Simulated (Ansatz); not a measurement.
System: CH₈GaNSi (SMILES [SiH3]C[NH][GaH2]).

```xyz
12

Si   -0.7844    1.7034    0.2247
C     0.3731    0.2991    0.7314
N     0.7326   -0.5201   -0.4107
Ga    0.3110   -2.2643   -0.7094
H    -0.1458    2.4819   -0.8733
H    -1.0729    2.6278    1.3577
H    -2.0624    1.1361   -0.2826
H    -0.1409   -0.3208    1.4736
H     1.2576    0.7039    1.2427
H     1.2310   -0.0066   -1.1219
H     0.7869   -2.8704   -2.0652
H    -0.4857   -2.9700    0.4330
```

Geometry: PBE0-D4/def2-TZVP.

All numbers below come from Ansatz, RKS PBE0-D4/def2-TZVPP.

> What will maps of the electron density and electron localisation function show?

C–N (1.45 Å): ρ at the midpoint is about 1.9 e/Å³; the ELF peaks at about 0.90 between the atoms: localised, covalent bonding.
Ga–N (1.82 Å): ρ at the midpoint is about 0.91 e/Å³; the ELF peaks at about 0.90 in the valence shell of N, 0.6 Å from its nucleus, and is about 0.35 at the midpoint.
N–H (1.01 Å): ρ at the midpoint is about 2.9 e/Å³; the ELF climbs to about 1 towards the hydrogen, as it does in any bond to H: an ordinary covalent bond to hydrogen.
C–H (1.10 Å): ρ at the midpoint is about 2 e/Å³; the ELF climbs to about 1 towards the hydrogen (an ordinary covalent bond to hydrogen).

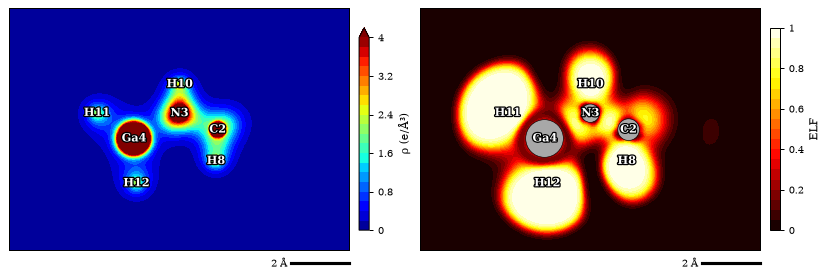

Computed electron density and electron localisation function on the plane of atoms H11, Ga4 and H12, in this order. Grey discs cover the atomic cores in the ELF map. 
